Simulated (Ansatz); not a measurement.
## Electronic structure of ClH$_{4}$OSi$_{2}$ (charge +1) in real space

| atom | x (Å) | y (Å) | z (Å) |
| --- | --- | --- | --- |
| O | -0.6109 | 1.6481 | -1.3394 |
| Si | -0.6587 | 0.1635 | -0.7336 |
| Si | 0.6940 | -0.7430 | 1.0230 |
| Cl | -2.0577 | -0.9313 | -1.6473 |
| H | -0.0407 | 2.3958 | -1.0997 |
| H | 1.3641 | -1.8834 | 0.3536 |
| H | -0.3153 | -1.1226 | 2.0403 |
| H | 1.5820 | 0.3806 | 1.4007 |

All numbers below come from RKS B3LYP/def2-SVP (Ansatz 0.2.0).

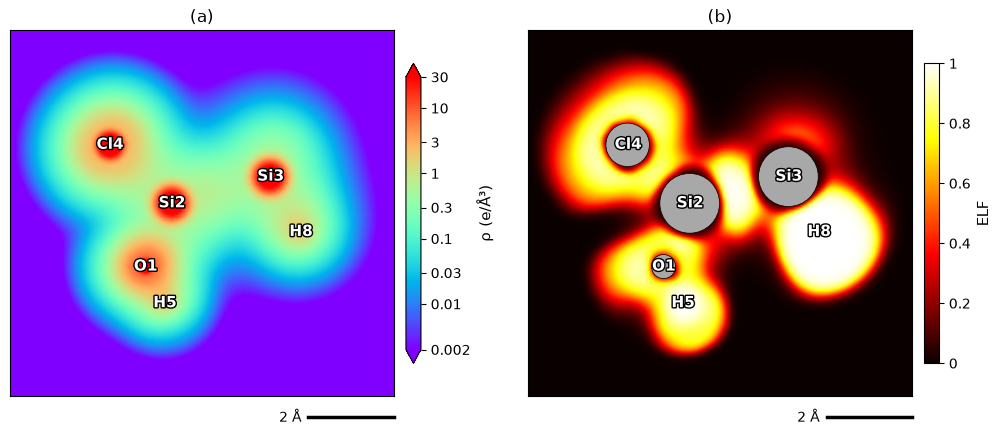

Figure 1. (a) electron density; (b) ELF on the plane of atoms O1, Si2 and Si3. Grey discs cover the atomic cores in the ELF map.

**Interpret the plot.**

- The section cuts through O, Si, Cl and H sites.
- Si–O (1.60 Å): the density is about 1.2 e/Å³ at the midpoint; the ELF peaks at about 0.85 between the atoms (a polar covalent bond).
- Si–Cl (2.00 Å): ρ at the midpoint is about 0.97 e/Å³; the ELF peaks at about 0.85 between the atoms, as expected for a shared but strongly polarised pair.
- Si–Si (2.40 Å): ρ is about 0.58 e/Å³ halfway, with its minimum of 0.51 e/Å³ about 1.6 Å from Si; the ELF peaks at about 1 between the atoms; localised, covalent bonding.
- O–H (0.97 Å): ρ is about 3.6 e/Å³ halfway; the ELF climbs to about 1 towards the hydrogen, as it does in any bond to H: an ordinary covalent bond to hydrogen.
- Si–H (1.48 Å): ρ at the midpoint is about 0.8 e/Å³; the ELF climbs to about 1 towards the hydrogen.
- The ELF also peaks beside O1 and Cl4, away from the bonds: lone-pair regions.

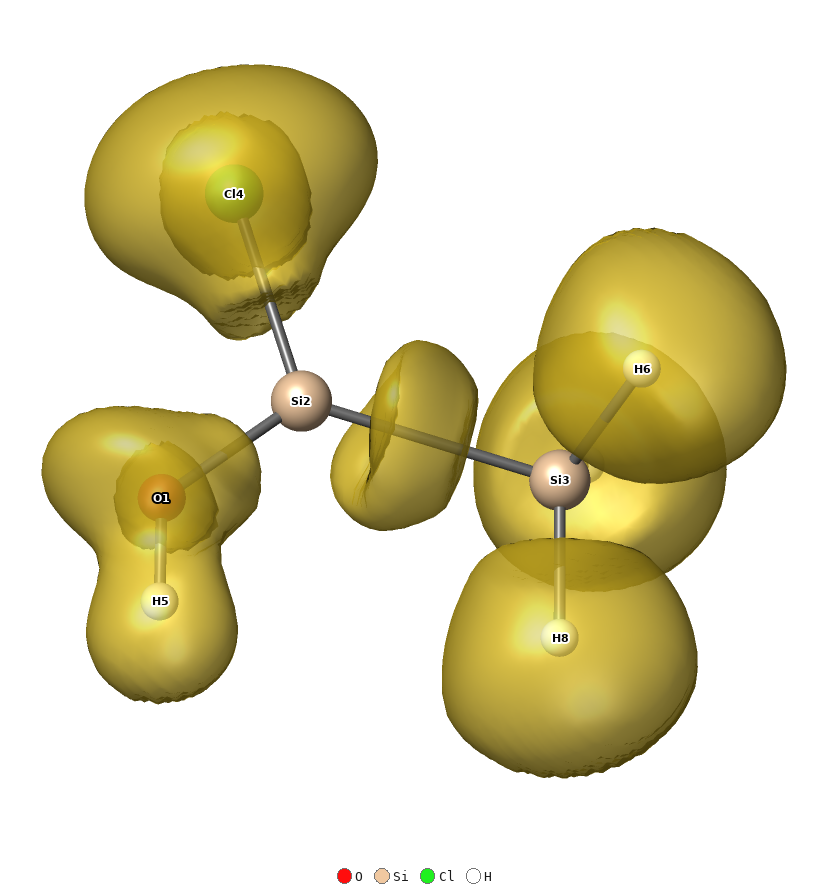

Figure 2. Isosurface of the ELF at 0.75 (yellow), seen at a tilt. Core shells and regions of very low density are left out.

**What do the ELF domains correspond to?**

The ELF exceeds this value in one region between bonded Si–Si atoms (shared pairs), three regions around hydrogen nuclei, one region on Cl in which the atom's valence shell and bonds are merged and one joined region spread over several atoms (H, O), in which their bonds and any lone pairs are merged.

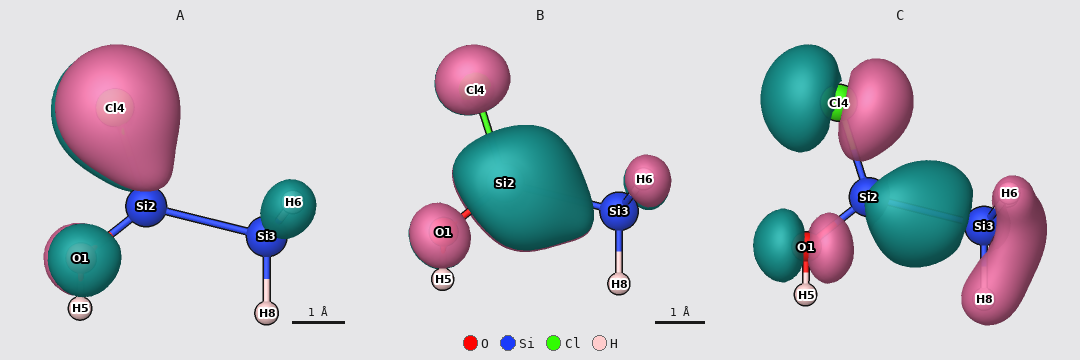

Figure 3. Three frontier orbitals at ±0.1 Å⁻³ᐟ² (teal and pink are the two phases), in no order.

**Which picture is the HOMO−1, the HOMO and the LUMO?**

A is the HOMO−1 (−14.78 eV). By Hirshfeld shares it lies mainly on Cl4 (about 75 %) and O1 (about 10 %); largely a lone pair of Cl4. C is the HOMO (−14.14 eV). Its weight (Hirshfeld) is mainly on Cl4 (about 35 %), Si2 (about 25 %), Si3 (about 20 %) and O1 (about 10 %). B is the LUMO (−7.93 eV). By Hirshfeld shares it lies mainly on Si2 (about 60 %), Cl4 (about 10 %) and O1 (about 10 %).

**What is the HOMO–LUMO gap?**

6.21 eV between the orbital energies.
